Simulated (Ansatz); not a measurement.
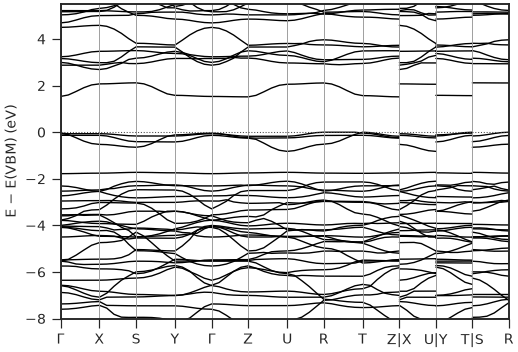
Figure. Band structure from plane-wave PAW r²SCAN+D4 (Ansatz code)

The gap is 1.52 eV; an edge lies off the plotted path or next to a special point (maximum on the R–T line, 4 % of the way from R, minimum at Z).

The material is C8H4FeN6Pd in space group Pmmm (No. 47; Pearson symbol oP20).

A made-up cell: these elements were put on the sites of a structure type; neither database checked (COD, Materials Project) lists it. Its standing as an ambient phase is unchecked. Symmetry was held in the r²SCAN+D4 relaxation; its stability against distortions is not shown here. The run is not spin-polarised. Spin–orbit coupling is left out wherever it is not named.

Potentials: the later of the program's two PAW sets.
